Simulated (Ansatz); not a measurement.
## Electronic structure of BClH₆Si₂ (SMILES B[SiH2][SiH2]Cl) in real space

Input file:

```
crystal:
  periodic: [false, false, false]
  atoms:
    - {symbol: B, position_ang: [-0.523128, 2.580293, -0.226132]}
    - {symbol: Cl, position_ang: [2.929011, -1.359637, -0.506806]}
    - {symbol: Si, position_ang: [1.070480, 1.687305, -1.024127]}
    - {symbol: Si, position_ang: [1.274383, -0.315651, 0.232407]}
    - {symbol: H, position_ang: [-0.407466, 3.304853, 0.743700]}
    - {symbol: H, position_ang: [-1.643144, 2.329003, -0.627711]}
    - {symbol: H, position_ang: [2.387812, 2.393802, -0.839153]}
    - {symbol: H, position_ang: [0.931745, 1.234292, -2.453809]}
    - {symbol: H, position_ang: [1.503069, -0.034889, 1.691183]}
    - {symbol: H, position_ang: [0.059065, -1.188196, 0.087854]}
basis:
  gaussian: {orbitals: def2-TZVPD}
hamiltonian: {xc: {name: PBE0}}
output: {forces: true, orbitals: {seedname: orbitals}}
```

Run with:

```sh
ansatz run input.yaml --threads 2 --pin off --max-ram 4350MiB --events-out events.jsonl --progress --plain --runs-dir runs
```

Geometry: PBE-D3(BJ)/def2-SVP.

These are results of isolated molecule in a Gaussian basis; Kohn-Sham density functional theory, functional PBE0 (Ansatz), not measurements.

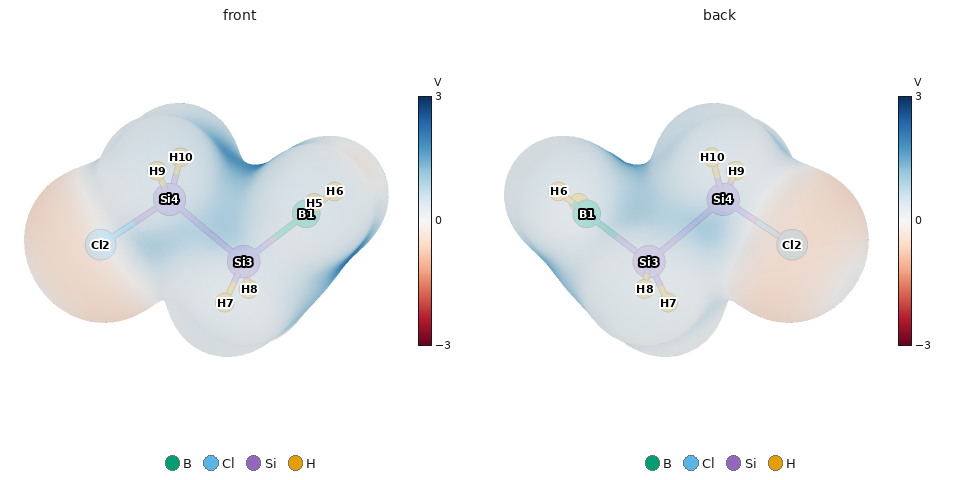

Figure 1. The electrostatic potential painted on the density surface at 0.002 e/bohr³, seen from the front and from behind; the colour scale runs from red (negative) to blue (positive).

**Describe the electrostatic potential map.**

The most negative region (about −0.5 V, or −12 kcal/mol for a unit charge) lies over Cl2, the most positive (about +2.1 V, or +48 kcal/mol for a unit charge) over B1.

**How polar is the molecule by this calculation?**

Its dipole moment is 1.66 D.

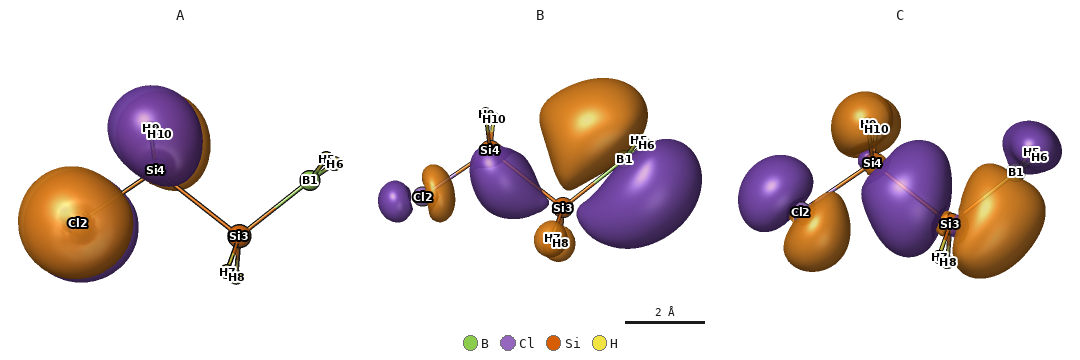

Figure 2. Three frontier orbitals at ±0.08 Å⁻³ᐟ² (orange and purple are the two phases), in no order.

**Order the three orbitals by energy and name them.**

A is the HOMO−1 (−8.99 eV). It lies mainly on Cl2 (about 65 %), Si4 (about 15 %), H10 (about 10 %) and H9 (about 10 %). C is the HOMO (−7.93 eV). It lies mainly on Si3 (about 30 %), Si4 (about 20 %), Cl2 (about 20 %) and B1 (about 15 %). B is the LUMO (−2.84 eV). It lies mainly on B1 (about 55 %), Si3 (about 15 %) and Si4 (about 10 %).

**What is the HOMO–LUMO gap?**

5.09 eV between the orbital energies.

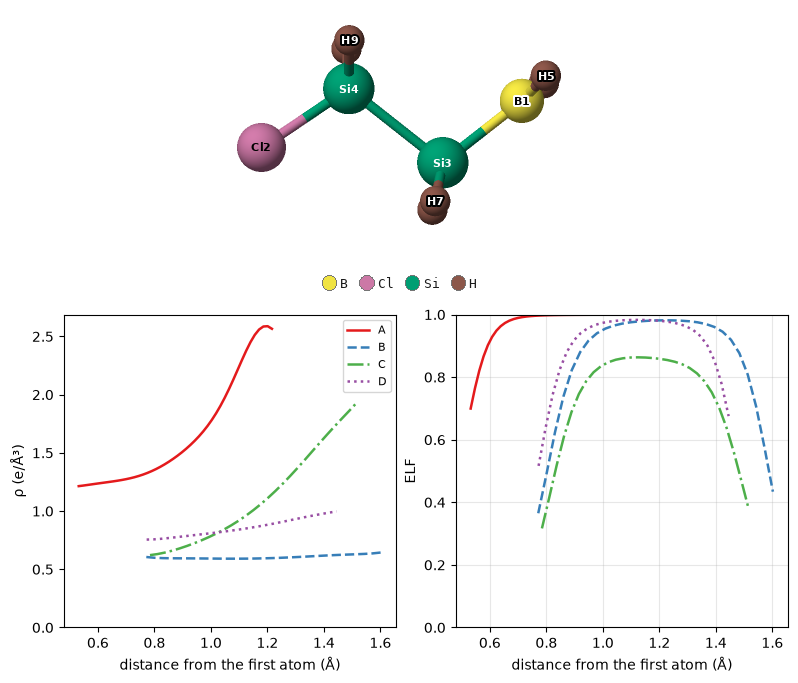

Figure 3. Electron density and electron localisation function along straight lines between neighbouring atoms. The curves leave out the atomic cores. The structure is drawn too.

**Which curve belongs to which contact (B–H, Si–B, Si–Cl and Si–Si)? The first atom named is at distance zero.**

Curve A: B–H (1.22 Å): ρ at the midpoint is about 1.2 e/Å³; the ELF climbs to about 1 towards the hydrogen, as it does in any bond to H; an ordinary covalent bond to hydrogen. Curve B: Si–Si (2.37 Å): the density is about 0.59 e/Å³ at the midpoint; the ELF peaks at about 1 between the atoms: localised, covalent bonding. Curve C: Si–Cl (2.09 Å): ρ is about 0.84 e/Å³ halfway; the ELF peaks at about 0.85 between the atoms: a shared but strongly polarised pair. Curve D: Si–B (1.99 Å): ρ at the midpoint is about 0.81 e/Å³; the ELF peaks at about 1 between the atoms; a covalent bond.
